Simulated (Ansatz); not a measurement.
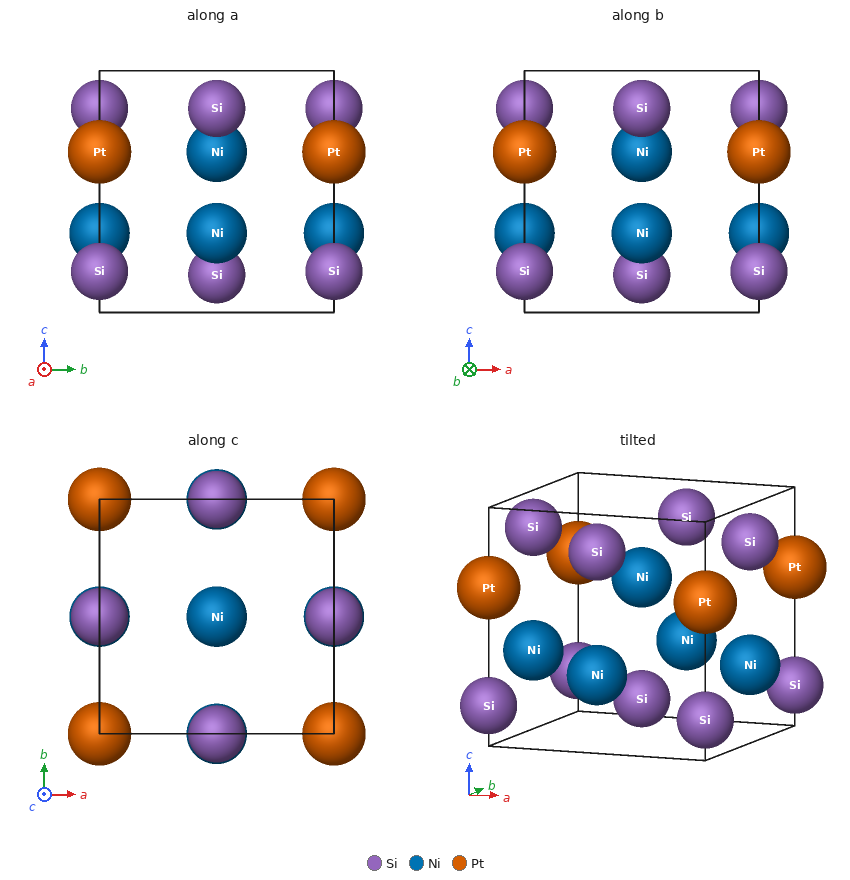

Spheres-only drawing of the structure, looking along the a axis, along the b axis, along the c axis and slightly off an axis. Lines trace the edges of the conventional unit cell.

Lattice parameters: a = 4.757 Å, b = 4.757 Å, c = 4.905 Å, α = 90.00°, β = 90.00°, γ = 90.00°.

Put the structure into a table of Wyckoff sites, with free fractional coordinates to two decimals.

Space group P4mm (No. 99).
```tsv
atom	site	x	y	z
Si	2c	0.00	0.50	0.84
Si	1a	0.00	0.00	0.17
Si	1b	0.50	0.50	0.16
Ni	2c	0.00	0.50	0.33
Ni	1b	0.50	0.50	0.66
Pt	1a	0.00	0.00	0.66
```

The initial geometry was a structure type filled with these elements by a generator (whether the compound takes this form wasn't checked). It was relaxed at fixed volume with Ansatz 0.2.0, DFT PBE, scalar-relativistic, plane waves, PAW.

At this level of theory the cell isn't at rest (stretched, at -13 GPa), so its distances can differ from those at equilibrium, the more so the softer the solid.
